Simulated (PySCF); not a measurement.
# C₄H₈B₂: electronic excitations

Wanted: the electronic excitations of C₄H₈B₂ (`B1C=CCBC1`), by calculation.

The runs use PySCF 2.14.0, with density-fitted response routines of our own; the level of theory stands in each step. All values are computed, except where a source is named. Atoms are numbered from 0 throughout.

## Step 1: The starting structure

14 atoms, charge 0, multiplicity 1; geometry from: GFN2-xTB.

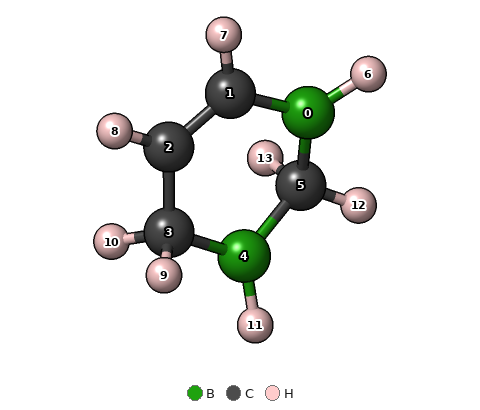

The starting geometry (boron green, carbon dark grey, hydrogen pink), atoms numbered.

## Step 2: Excited states and response: CAM-B3LYP/def2-SVPD

What the job is given:

```
{"job": {"kind": "uv", "xc": "CAM-B3LYP", "basis": "def2-SVPD", "nstates": 8, "ntriplets": 3}, "charge": 0, "multiplicity": 1}
B     -0.317492     1.529087    -0.301238
C      1.109378     1.097362     0.087697
C      1.452213    -0.183603     0.269042
C      0.531960    -1.345419     0.057127
B     -0.975373    -0.996903    -0.264936
C     -1.455920     0.472998    -0.035078
H     -0.537372     2.592948    -0.744637
H      1.893213     1.837331     0.217344
H      2.468616    -0.448533     0.550671
H      0.960502    -1.974791    -0.732452
H      0.579551    -1.982377     0.949901
H     -1.691262    -1.840615    -0.658420
H     -2.425543     0.714872    -0.470016
H     -1.593151     0.527171     1.052830
```

With the program's defaults for keys left out, this is: TDDFT CAM-B3LYP/def2-SVPD, vertical, gas phase, core orbitals frozen in the response.

On the command line:

```console
$ OMP_NUM_THREADS=1 python probes_run.py task.json out
```

The driver reads the jobs from task.json and runs them one after another.

Predict these results of the whole session: lowest singlet (CAM-B3LYP/def2-SVPD); brightest single state of those computed; lowest triplet.

**Answer**, as computed:

| quantity | value |
| --- | --- |
| lowest singlet (CAM-B3LYP/def2-SVPD) | 5.04 eV (246 nm), f = 0.037 |
| brightest single state of those computed | state 4, 5.91 eV, f = 0.091 |
| lowest triplet | 3.58 eV |

The lowest singlet, at 5.04 eV, is HOMO→LUMO 0.66, HOMO−1→LUMO 0.20 and is weak; of the 8 states computed, the strongest absorption comes from state 4 at 5.91 eV. The lowest triplet lies 1.46 eV below the lowest singlet (triplets in Tamm-Dancoff, singlets in full TDDFT).
